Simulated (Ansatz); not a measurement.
```xyz
10

C    -0.2942   -2.0477    0.4650
C    -0.0785   -0.7106    0.5513
O     1.1326   -0.0909    0.6148
O    -1.0372    0.2577    0.5864
C    -0.6220    3.6498   -2.3166
S    -0.0114    2.9530   -1.0693
H     0.5447   -2.7551    0.4393
H    -1.3125   -2.4545    0.4176
H     1.8258   -0.7779    0.5921
H    -1.9098   -0.1747    0.5182
```

At this geometry the atoms fall into two loosely joined parts.

These are results of RKS BLYP/def2-SVP (Ansatz 0.2.0), not measurements.

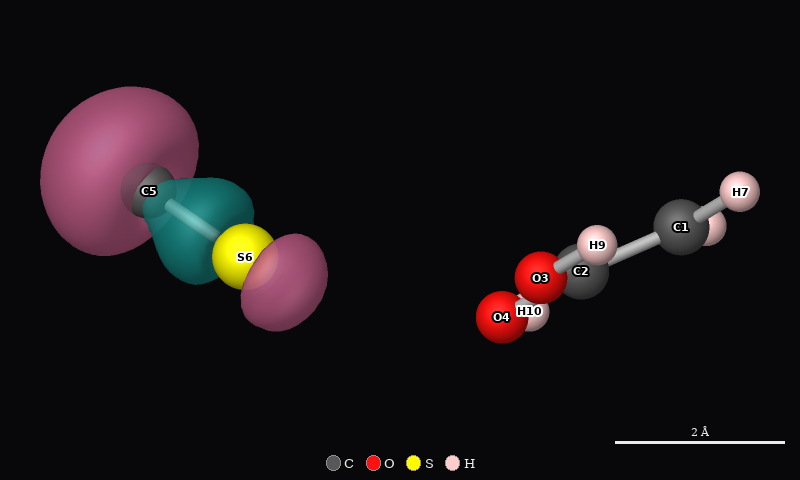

C₃H₄O₂S. The HOMO−1 at ±0.2 Å⁻³ᐟ² (teal and pink are the two phases), seen from one side.

### Where does this orbital lie, and at what energy?

By Hirshfeld shares it lies mainly on C5 (about 75 %) and S6 (about 25 %). Its energy is −6.69 eV.
